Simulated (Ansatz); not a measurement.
# Decaying states in the gap of Ga2SO, part 2 of 3

A new crystal, Ga2SO: structure, gap and complex bands. It is built by putting O for part of the S in the GaS structure of space group R-3m, with the volume rescaled by atomic radii. The parent structure comes from the Materials Project.

Ansatz 0.2.0; PBEsol DFT, plane waves, PAW files (the session's first sound run).

So far. Step 2 (Relaxing the new crystal): The largest force component on a free atom ends at 0.0019 eV/Å.

The structure was built from a prototype and need not be the compound's stable phase.

## 3. The bulk crystal and its band edges

The energy window and the wavevectors of the next steps follow from the band edges, so these are searched first, off the mesh as well.

Contents of input.yaml:

```yaml
crystal:
  lattice:
    - [1.6699668723, 0.9641558233, 6.928708412]
    - [-1.6699668723, 0.9641558233, 6.928708412]
    - [0.0, -1.9283116465, 6.928708412]
  atoms:
    - { symbol: Ga, position: [0.9492988013, 0.9492988013, 0.9492988013] }
    - { symbol: Ga, position: [0.0675433327, 0.0675433327, 0.0675433327] }
    - { symbol: S, position: [0.2246857604, 0.2246857604, 0.2246857604] }
    - { symbol: O, position: [0.7584721056, 0.7584721056, 0.7584721056] }
kpoints:
  mp_grid: { grid: [8, 8, 8] }
  band_path: { path: [VBM, CBM], npoints: 30 }
scf:
  occupations: { method: fixed }
hamiltonian:
  xc: pbesol
output:
  eigenvalues: true
  write_potential: true
  write_density: true
  volumetric_format: npy
```

Started as:

```
> ansatz run input.yaml --threads 2 --pin off --max-ram 4096MiB --backend cpu --events-out ev --progress --plain --runs-dir out
```

Numbers of over 12 decimals in the logs are rounded to 6 here.

The program printed:

```text
[...]
Crystal: 4 atoms, lattice volume = 66.936 Å³
Basis set: ecut = 420 eV, 1337 PW (Γ), FFT grids on a1−a2, a2, −a2+a3
Bands: 23, of which v1, the nominal top of the filled ones, is band 19 counted from 1 (18 counted from 0)
Symmetry: 6 space group operations
[...]
k-points: 65 of 512 (time reversal used)
[...]
SCF iter   1: F=—  HF=-8933.415996 eV  |F-HF|=—  |Δ(HF+E_count)|=         —  Δρ=1.12e-2  dr2=1.03e-1  ethr=1.77e-3  ⟨swp⟩=4.8  Hψ=5704  notcnv=0  defer=129
[...]
SCF iter   8: F=-8933.391296 eV  HF=-8933.391296 eV  |F-HF|=1.27e-8  |Δ(HF+E_count)|=   1.58e-7  Δρ=8.56e-6  dr2=2.67e-8  ethr=2.63e-10  ⟨swp⟩=5.0  Hψ=5495  notcnv=0
SCF 1 converged in 8 iterations: F = -8933.391296 eV  dr2 = 2.67e-8
[...]
NSCF: frozen V_eff on 32 k-points
[...]
SCF converged after 8 iterations
Free energy (F): -8933.391296 eV
[...]
Internal energy: -8933.391296 eV  (E = F + TS)
E sigma→0 (E₀):  -8933.391296 eV
Fermi energy:    6.880499 eV
[...]
--- Band table (eV; the first three rows and the last of 65) ---
  k-point 0: bands = [... 15 lower, 3.9816, 5.1229, 6.8174, 6.8174, 9.1939, 11.8265, 13.5928, 13.5928]
  k-point 1: bands = [... 15 lower, 4.1849, 5.3791, 5.9054, 6.5238, 9.5666, 12.2495, 12.7493, 13.8780]
  k-point 2: bands = [... 15 lower, 3.4741, 4.6197, 5.9288, 6.2821, 9.9772, 11.1350, 12.3642, 13.5448]
  k-point 64: bands = [... 15 lower, 3.9798, 6.5894, 6.8173, 6.8173, 7.7030, 11.8214, 13.7128, 13.7128]
```

It took 13 s on 2 threads of Arm Neoverse V2, shared host; peak memory 0.39 GiB; 26 s of CPU time.

The column dr2 measures how far the density is from self-consistency, as an energy; F and HF (Harris–Foulkes) agree once it is small.

Numbers from this step:

```yaml
fermi_energy: 6.880 eV
gap_on_the_k_mesh: 0.8225 eV
gap_on_path: 0.7752 eV, by band count; negative where bands overlap
direct_gap_on_path: 0.8857 eV
edge_places_on_path: 0, 1.970 1/A along the path
```

The electronic bands at the labelled points (eV, zero at the Fermi level (highest filled level under fixed occupations); # counts the bands kept):

```
point     #4     #5     #6     #7    #8    #9   #10   #11
  VBM  -3.19  -1.81  -0.63   0.05  1.64  5.43  6.24  6.83
  CBM  -2.90  -0.29  -0.06  -0.06  0.82  4.94  6.83  6.83
```

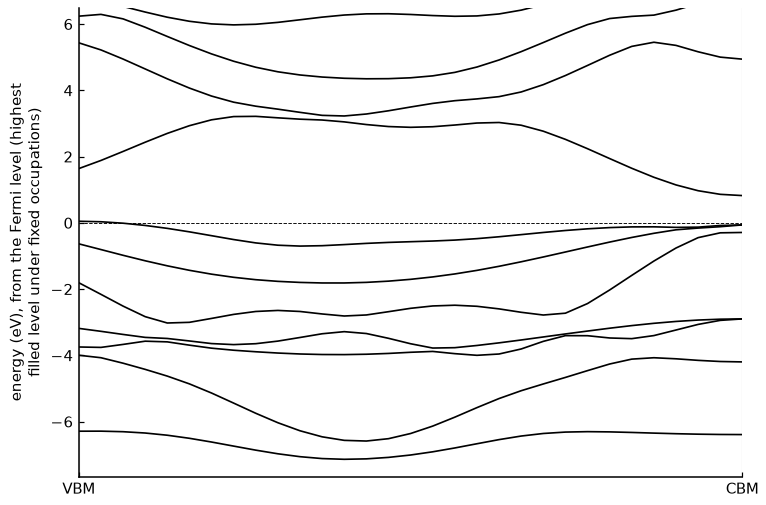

Electronic bands along the path.

The searched edges give 0.775 eV, under the 0.822 eV of the mesh, which misses an edge.

## 4. Complex bands

This step: PBEsol DFT, plane waves, PAW files; complex bands by layer matching along the plane's normal (Ansatz 0.2.0).

The same crystal is laid in a cell whose first two vectors span the (001) plane (indices of the standard conventional cell, whose axes can be ordered otherwise than in the bulk input). At fixed energy and wavevector in the plane the solver finds all kz, real and complex. A few wavevectors are listed, (0, 0), (-0.1875, -0.0938) and (0.5, 0) in units of the plane's reciprocal vectors; the slowest state needn't be among them.

Contents of input.yaml:

```yaml
crystal:
  lattice:
    - [3.339933745, 0.0, 0.0]
    - [1.669966872, 2.89246747, 0.0]
    - [1.669966872, -0.964155823, 6.928708412]
  atoms:
    - { symbol: Ga, position: [0.8985976026, 0.0507011987, 0.1521035961] }
    - { symbol: Ga, position: [0.1350866654, 0.9324566673, 0.7973700019] }
    - { symbol: S, position: [0.4493715208, 0.7753142396, 0.3259427188] }
    - { symbol: O, position: [0.5169442112, 0.2415278944, 0.7245836832] }
kpoints:
  mp_grid: { grid: [8, 8, 8] }
scf:
  occupations: { method: fixed }
hamiltonian:
  xc: pbesol
output:
  eigenvalues: true
  transmission:
    leads: [[0, 0]]
    kpoints: [[0.0, 0.0], [-0.1875, -0.0938], [0.5, 0.0]]
    e_range: [-1.0, 1.78]
    de: 0.05
```

The program printed:

```text
[...]
Crystal: 4 atoms, lattice volume = 66.936 Å³
Basis set: ecut = 420 eV, 1337 PW (Γ)
Bands: 23, of which v1, the nominal top of the filled ones, is band 19 counted from 1 (18 counted from 0)
Symmetry: 6 space group operations
[...]
k-points: 65 of 512 (time reversal used)
[...]
SCF iter   1: F=—  HF=-8933.415997 eV  |F-HF|=—  |Δ(HF+E_count)|=         —  Δρ=1.12e-2  dr2=1.03e-1  ethr=1.77e-3  ⟨swp⟩=4.8  Hψ=5704  notcnv=0  defer=129
[...]
SCF iter   8: F=-8933.391297 eV  HF=-8933.391297 eV  |F-HF|=1.27e-8  |Δ(HF+E_count)|=   1.59e-7  Δρ=8.56e-6  dr2=2.67e-8  ethr=2.63e-10  ⟨swp⟩=5.0  Hψ=5488  notcnv=0
SCF 1 converged in 8 iterations: F = -8933.391297 eV  dr2 = 2.67e-8
[...]
transmission: 9 of 27 steps passed
transmission: 18 of 27 steps passed
transmission: 27 of 27 steps passed
SCF converged after 8 iterations
Free energy (F): -8933.391297 eV
[...]
Internal energy: -8933.391297 eV  (E = F + TS)
E sigma→0 (E₀):  -8933.391297 eV
Fermi energy:    6.880499 eV
[...]
--- Band table (eV; the first three rows and the last of 65) ---
  k-point 0: bands = [... 15 lower, 3.9816, 5.1229, 6.8174, 6.8174, 9.1939, 11.8265, 13.5928, 13.5928]
  k-point 1: bands = [... 15 lower, 3.9815, 5.3408, 6.8174, 6.8174, 9.0002, 11.8244, 13.6092, 13.6092]
  k-point 2: bands = [... 15 lower, 3.9808, 5.8028, 6.8173, 6.8173, 8.5349, 11.8219, 13.6503, 13.6503]
  k-point 64: bands = [... 15 lower, 2.9073, 4.2701, 4.6975, 5.7728, 9.9247, 10.8768, 11.5796, 13.6082]
--- Transmission ---
  basis      : 85 plane waves across, 9 finite elements along
  points     : 3, as listed
  energies   : 56 from -1.000000 to 1.750000 eV about the Fermi level, 0.050000 eV apart; the leads are filled to 0.411231 eV, and channels, transmission and decay are at 0.400000 eV
  crystal 0  : O1Ga2S1, at the sites [0, 0], period 6.9287 Å: whole cells are its period
    offset         : up to 0.0000 Å between an atom of the period and one for which it stands
    channels       : 0.000000e0 a spin
    conductance    : none, the energies end too early or step too widely for 300 K: set another output.transmission.e_range or a lower de, or, where they end at an eighth of basis.ecutwfc, a higher one
    slowest decay  : 0.0941 /Å at (0.0000, 0.0000)
```

It took 8.3 s on 2 threads; peak memory 0.35 GiB; 16 s of CPU time.

Numbers from this step:

| Property | Result |
| --- | --- |
| level to which the leads are filled | 0.4112 eV from the Fermi level |
| decay constant at the filling level, zone centre | 0.09407 Å⁻¹ |
| decay constant at the filling level, slowest listed point | 0.0941 Å⁻¹ |

K parallel (0, 0); values up to 1.5 1/Å, a degenerate pair printed once or twice; energies at which all values exceed this have no row. Table of Im kz of the slowest decaying states by energy, zero at the highest filled level on the SCF mesh:

```
energy (eV)  decay 1 (Å⁻¹)  decay 2 (Å⁻¹)  decay 3 (Å⁻¹)  decay 4 (Å⁻¹)
    -1.0000           1.08           1.24           1.39              -
    -0.7500           1.08           1.23           1.33              -
    -0.5000           1.07           1.21           1.26              -
    -0.2500         0.0374           1.04           1.14           1.20
     0.0000         0.0860          0.999           1.19              -
     0.2500         0.0972           1.10           1.17              -
     0.5000         0.0878           1.13           1.16              -
     0.7500         0.0476           1.14           1.15              -
     1.0000           1.13           1.14           1.17              -
     1.2500           1.09           1.12           1.21              -
     1.5000           1.07           1.11           1.22              -
     1.7500           1.05           1.10           1.23              -
```

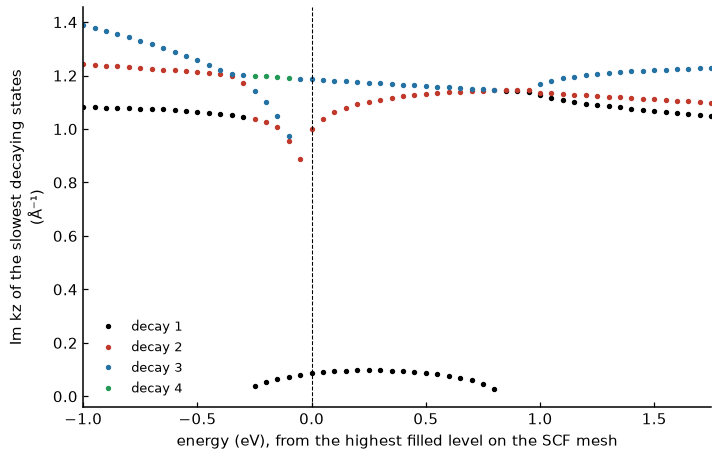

Im kz of the slowest decaying states against energy.

K parallel (0, 0). The Re kz of states that move upwards, channel 1 by energy, zero at the highest filled level on the SCF mesh:

```
energy (eV)  Re kz of states that move upwards, channel 1 (Å⁻¹)
      -1.00                                               0.244
      -0.85                                               0.277
      -0.70                                               0.311
      -0.50                                               0.360
      -0.35                                               0.407
      -0.20                                                   -
      -0.05                                                   -
       0.00                                                   -
       0.15                                                   -
       0.30                                                   -
       0.45                                                   -
       0.60                                                   -
       0.80                                                   -
       0.95                                              -0.384
       1.10                                              -0.345
       1.25                                              -0.312
       1.45                                              -0.270
       1.60                                              -0.238
       1.75                                              -0.206
```

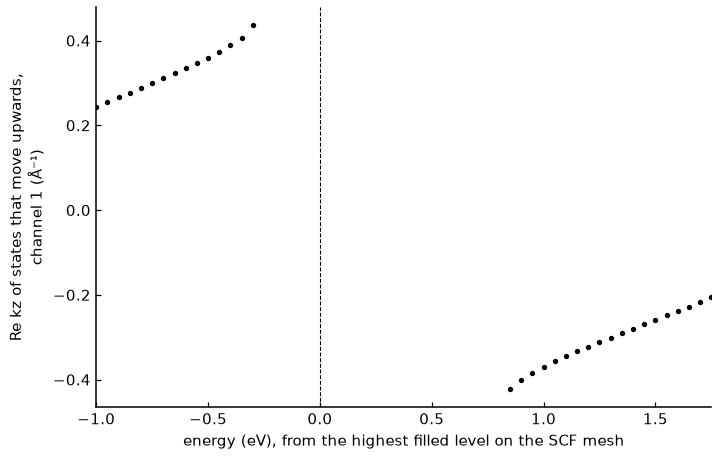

Re kz of states that move upwards, channel 1, plotted against energy.

K parallel (-0.1875, -0.0938); values up to 1.5 1/Å, a degenerate pair printed once or twice; energies at which all values exceed this have no row. Table of Im kz of the slowest decaying states by energy, zero at the highest filled level on the SCF mesh:

```
energy (eV)  decay 1 (Å⁻¹)  decay 2 (Å⁻¹)  decay 3 (Å⁻¹)  decay 4 (Å⁻¹)
    -1.0000         0.0447          0.694          0.732              -
    -0.7500          0.551          0.756           1.48              -
    -0.5000          0.624          0.756           1.45              -
    -0.2500          0.786          0.786           1.42              -
     0.0000          0.843          0.843           1.39              -
     0.2500          0.107          0.890          0.890           1.36
     0.5000          0.142          0.933          0.933           1.31
     0.7500          0.153          0.977          0.977           1.24
     1.0000          0.149           1.02           1.02           1.16
     1.2500          0.129           1.05           1.05           1.08
     1.5000         0.0838           1.02           1.08           1.08
     1.7500          0.973           1.09           1.09           1.33
```

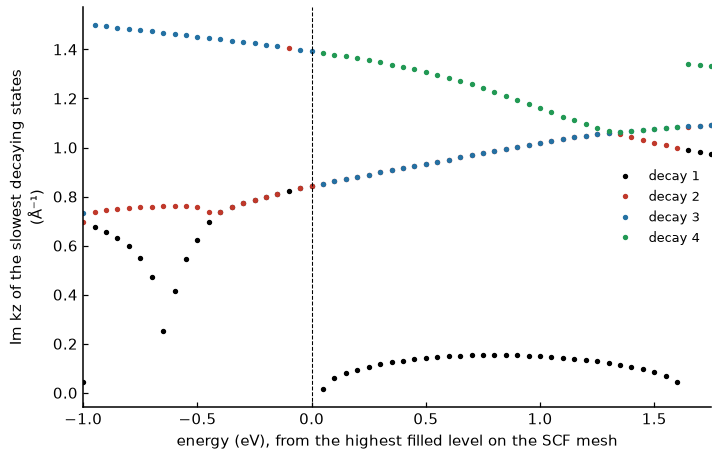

Im kz of the slowest decaying states against energy.

K parallel (0.5, 0); values up to 1.5 1/Å, a degenerate pair printed once or twice; energies at which all values exceed this have no row. The Im kz of the slowest decaying states by energy, zero at the highest filled level on the SCF mesh:

```
energy (eV)  decay 1 (Å⁻¹)  decay 2 (Å⁻¹)  decay 3 (Å⁻¹)  decay 4 (Å⁻¹)
    -1.0000          0.343          0.663           1.22              -
    -0.7500          0.354          0.710           1.19              -
    -0.5000          0.129          0.359          0.743           1.16
    -0.2500          0.205          0.359          0.767           1.13
     0.0000          0.249          0.356          0.786           1.10
     0.2500          0.278          0.348          0.800           1.07
     0.5000          0.299          0.337          0.810           1.04
     0.7500          0.313          0.321          0.818           1.01
     1.0000          0.300          0.322          0.823          0.981
     1.2500          0.273          0.326          0.826          0.949
     1.5000          0.238          0.326          0.827          0.916
     1.7500          0.187          0.321          0.826          0.882
```

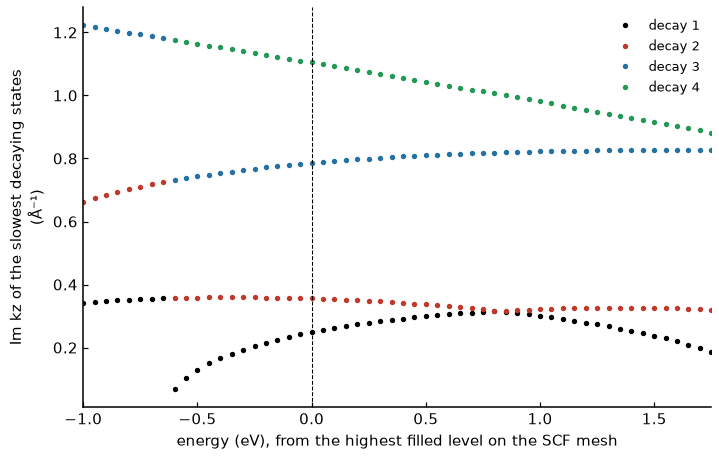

Im kz of the slowest decaying states against energy.

At the listed wavevectors the last open channel is at +0.00 eV and the next at +0.85 eV on the grid. At +0.40 eV, the grid energy nearest the filling level (the middle of the gap on the SCF mesh), the slowest state at the listed wavevectors decays with κ = 0.0941 Å⁻¹, its amplitude falling by e over 11 Å. Through 1 nm of this crystal that state's transmission falls by exp(−2 × 0.0941 Å⁻¹ × 10 Å) = 0.15.

## 5. Band edges at another level, cutoff 1142.88 eV

This step: PBEsol DFT, plane waves, norm-conserving files (Ansatz 0.2.0).

The edges again with norm-conserving files, at the same atoms. Against that run the cutoff is 1143 eV against 420.

Contents of input.yaml:

```yaml
crystal:
  lattice:
    - [1.6699668723, 0.9641558233, 6.928708412]
    - [-1.6699668723, 0.9641558233, 6.928708412]
    - [0.0, -1.9283116465, 6.928708412]
  atoms:
    - { symbol: Ga, position: [0.9492988013, 0.9492988013, 0.9492988013] }
    - { symbol: Ga, position: [0.0675433327, 0.0675433327, 0.0675433327] }
    - { symbol: S, position: [0.2246857604, 0.2246857604, 0.2246857604] }
    - { symbol: O, position: [0.7584721056, 0.7584721056, 0.7584721056] }
kpoints:
  mp_grid: { grid: [8, 8, 8] }
  band_path: { path: [VBM, CBM], npoints: 30 }
scf:
  occupations: { method: fixed }
hamiltonian:
  xc: pbesol
  pseudopotentials: { kind: nc }
output:
  eigenvalues: true
```

The program printed:

```text
[...]
Crystal: 4 atoms, lattice volume = 66.936 Å³
Basis set: ecut = 1142.878222 eV, 5859 PW (Γ), FFT grids on a1−a3, a2−a3, a3
Bands: 23, of which v1, the nominal top of the filled ones, is band 19 counted from 1 (18 counted from 0)
Symmetry: 6 space group operations
[...]
k-points: 65 of 512 (time reversal used)
[...]
SCF iter   1: F=—  HF=-4908.264580 eV  |F-HF|=—  |Δ(HF+E_count)|=         —  Δρ=9.59e-2  dr2=1.51e1  ethr=3.10e-3  ⟨swp⟩=4.9  Hψ=6404  notcnv=0  defer=126
[...]
SCF iter  10: F=-4905.177908 eV  HF=-4905.177908 eV  |F-HF|=8.78e-9  |Δ(HF+E_count)|=   7.73e-8  Δρ=1.00e-5  dr2=2.98e-8  ethr=2.63e-10  ⟨swp⟩=7.1  Hψ=7203  notcnv=0
SCF 1 converged in 10 iterations: F = -4905.177908 eV  dr2 = 2.98e-8
[...]
SCF converged after 10 iterations
Free energy (F): -4905.177908 eV
[...]
Internal energy: -4905.177908 eV  (E = F + TS)
E sigma→0 (E₀):  -4905.177908 eV
Fermi energy:    7.536130 eV
[...]
--- Band table (eV; the first three rows and the last of 65) ---
  k-point 0: bands = [... 15 lower, 4.6349, 5.7936, 7.4732, 7.4732, 9.8654, 12.4813, 14.2550, 14.2550]
  k-point 1: bands = [... 15 lower, 4.8488, 6.0379, 6.5647, 7.1801, 10.2380, 12.9063, 13.4080, 14.5382]
  k-point 2: bands = [... 15 lower, 4.1310, 5.2845, 6.5858, 6.9365, 10.6462, 11.7928, 13.0225, 14.2120]
  k-point 64: bands = [... 15 lower, 4.6332, 7.2550, 7.4732, 7.4732, 8.3780, 12.4783, 14.3748, 14.3748]
```

Elapsed: 37 s, on 2 threads; peak memory 0.55 GiB.

Numbers from this step:

```yaml
free_energy: -4905.1779 eV
fermi_energy: 7.536 eV
gap_on_the_k_mesh: 0.8419 eV
gap_on_path: 0.7939 eV, by band count; negative where bands overlap
direct_gap_on_path: 0.9049 eV
```

The electronic bands at the labelled points (eV, zero at the Fermi level (highest filled level under fixed occupations); # counts the bands kept):

```
point     #4     #5     #6     #7    #8    #9   #10   #11
  VBM  -3.19  -1.81  -0.63   0.05  1.66  5.43  6.24  6.83
  CBM  -2.90  -0.28  -0.06  -0.06  0.84  4.94  6.84  6.84
```

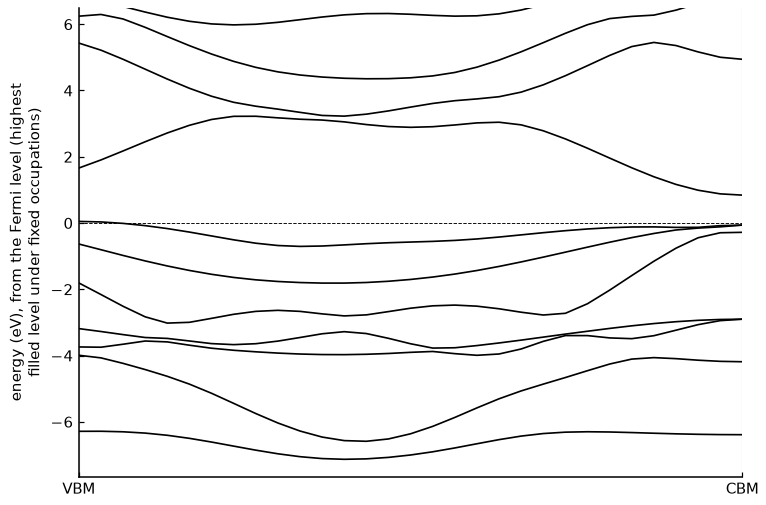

Electronic bands along the path.

The searched edges give 0.794 eV, under the 0.842 eV of the mesh, which misses an edge.

For the gap on path, step 3 gave 0.775 eV; this run, with PBEsol norm-conserving and cutoff 1142.88 eV, gives 0.794 eV.

[end of part 2 of 3]

[Logs are printed without paths, hosts, clocks, repeated set-up lines and the standing remarks that a program may print on its own settings, such as how far it seeks lower states.]

[Hosts, paths, dates, database ids (printed as entryN), source tags and the programs' standing remarks are cut or masked in the printed files.]

[New means built here by substitution; the compound itself may be known and measured.]
